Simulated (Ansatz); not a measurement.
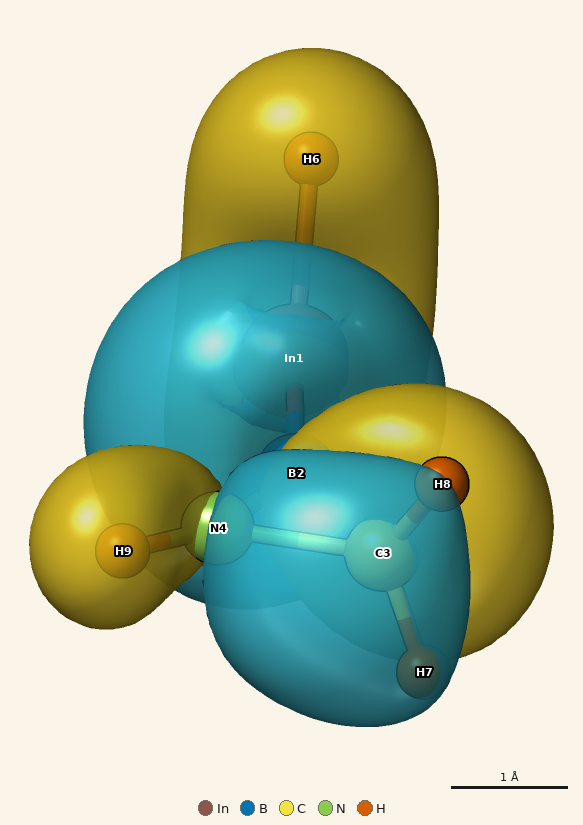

Figure 1: CH5BInN (SMILES [InH2][B]1CN1). The HOMO at ±0.06 Å⁻³ᐟ² (yellow and cyan are the two phases), seen at an oblique angle.

Geometry: PBE0-D4/def2-TZVP; core potentials replace the inner electrons of In.

Method: RKS PBE0-D4/def2-TZVPP in Ansatz.

```yaml
atoms:
  - { symbol: In, position_ang: [-0.9873, 1.6168, -1.0244] }
  - { symbol: B, position_ang: [-0.0533, -0.0494, 0.0967] }
  - { symbol: C, position_ang: [1.1148, -1.0923, 0.3497] }
  - { symbol: N, position_ang: [-0.1083, -0.9332, 1.1120] }
  - { symbol: H, position_ang: [-2.0165, 1.3403, -2.3865] }
  - { symbol: H, position_ang: [-0.6798, 3.2725, -0.6304] }
  - { symbol: H, position_ang: [1.2055, -1.9896, -0.2610] }
  - { symbol: H, position_ang: [2.0428, -0.7876, 0.8318] }
  - { symbol: H, position_ang: [-0.5179, -1.3775, 1.9121] }
```

Where does this orbital lie, and at what energy?

By Hirshfeld shares it lies mainly on B2 (about 25 %), C3 (about 25 %), In1 (about 25 %) and N4 (about 10 %). Its energy is −7.12 eV.
